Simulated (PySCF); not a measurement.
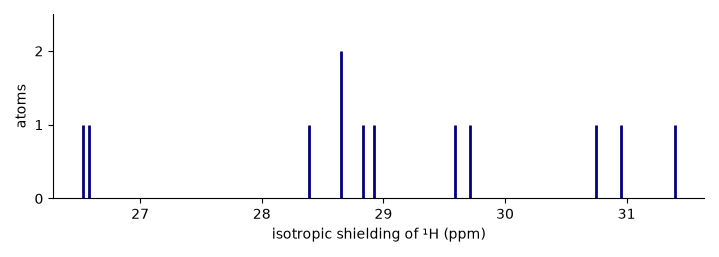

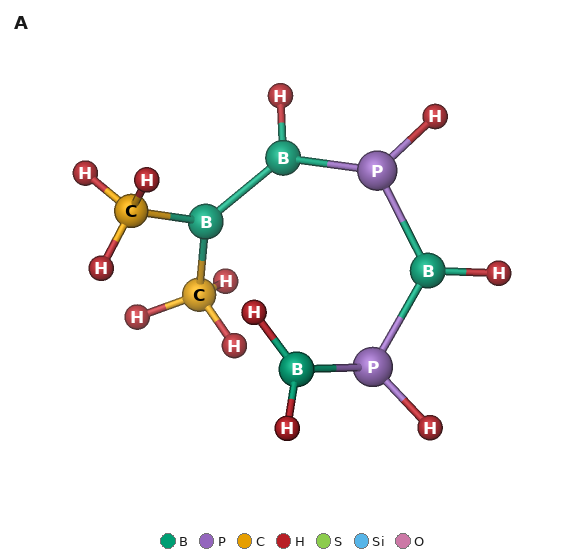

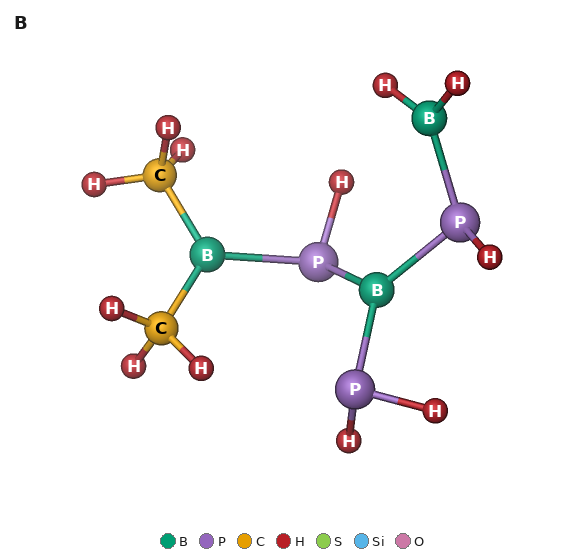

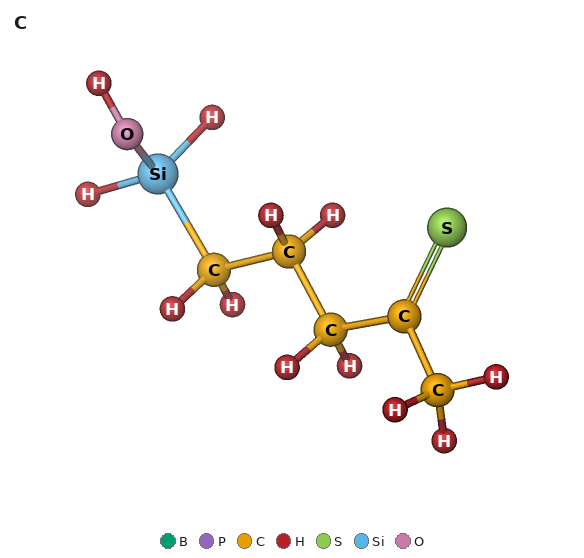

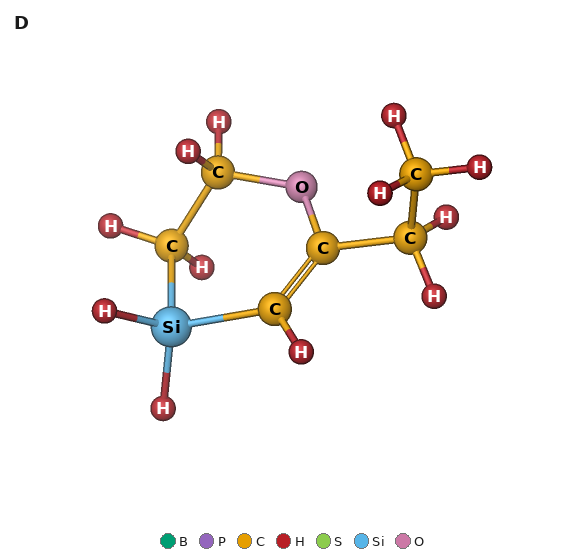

The sticks are computed shieldings of one of the molecules, for one fixed geometry (GFN2-xTB) without averaging over rotations. Low shielding means a high chemical shift. Method: GIAO PBE0/pcSseg-1 NMR shielding, non-relativistic, gas phase (PySCF 2.14.0).

Question: Match the spectrum to a structure.

Answer: C, `CC(=S)CCC[SiH2]O`. Its 12 H atoms give lines at 26.53, 26.58, 28.39, 28.65 (2 atoms), 28.83, 28.92, 29.59, 29.71, 30.75, 30.95, 31.39 ppm.

The geometry is semi-empirical. Around B, P, Si such bond lengths and angles can be off by a tenth of an ångström or more and by several degrees, and values that hang on the shape move with them.
